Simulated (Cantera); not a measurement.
Charge: 1 mol Si3N4, 1 mol O2, 12 mol H2, a varied amount of H2O, equilibrated at 975 K and 0.740 bar.

Equilibrium computed with Cantera from the NASA thermochemical tables; the gas is ideal and each condensed phase is pure. Candidate condensed phases: H2O, Si, SiO2, Si2N2O, Si3N4; 35 gas species. Rates play no part.

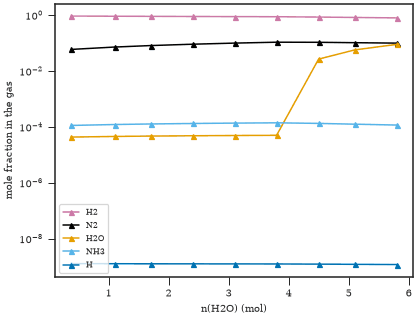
Figure. Equilibrium gas composition (values under 1e-9 drawn at 1e-9)

Problem. Read off the mole fractions at 1.7 mol H2O.

Solution. H2 about 0.92, N2 about 0.083, NH3 about 0.00013, H2O about 4.7e-5.
